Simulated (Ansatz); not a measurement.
```xyz
24
Lattice="7.1308 0.0000 0.0000 0.0000 7.1308 0.0000 0.0000 0.0000 7.1308" Properties=species:S:1:pos:R:3 pbc="T T T"
Ru    0.8914    0.8914    0.8914
Ru    4.4568    4.4568    0.8914
Ru    4.4568    0.8914    4.4568
Ru    0.8914    4.4568    4.4568
Ru    2.6741    2.6741    0.8914
Ru    6.2395    6.2395    0.8914
Ru    6.2395    2.6741    4.4568
Ru    2.6741    6.2395    4.4568
Ru    2.6741    0.8914    2.6741
Ru    6.2395    4.4568    2.6741
Ru    6.2395    0.8914    6.2395
Ru    2.6741    4.4568    6.2395
Ru    0.8914    2.6741    2.6741
Ru    4.4568    6.2395    2.6741
Ru    4.4568    2.6741    6.2395
Ru    0.8914    6.2395    6.2395
F     5.3481    1.7827    1.7827
F     1.7827    5.3481    1.7827
F     1.7827    1.7827    5.3481
F     5.3481    5.3481    5.3481
F     3.5654    0.0000    0.0000
F     0.0000    3.5654    0.0000
F     0.0000    0.0000    3.5654
F     3.5654    3.5654    3.5654
```

Space group Fd-3m; a structure generated by program, which may or may not match a known phase; computed without spin polarisation.

Level of theory: Ansatz 0.2.0, DFT PBE, scalar-relativistic, plane waves, PAW.

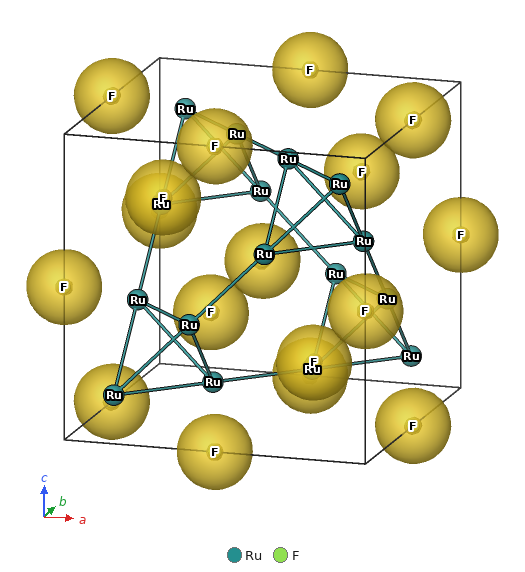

Ru₂F. Isosurface of the electron localisation function at 0.6 (yellow), seen slightly off an axis. Core shells and regions of very low density are left out. Sticks mark near contacts.

Core electrons are frozen (PAW), and the valence fields are smoothed inside the atomic spheres.

**Where are the electrons localised?**

The surface consists of eight regions wrapped around F (the valence shell of each), counted in one cell of 24 atoms. Any copies at cell faces, edges or corners count once. Profiles from the grid: Ru–Ru (2.52 Å): the ELF is about 0.25 at the midpoint: no localised pair shows between them. Ru–F (2.96 Å): the ELF is about 0.10 at the midpoint: no shared electron pair shows on this line.
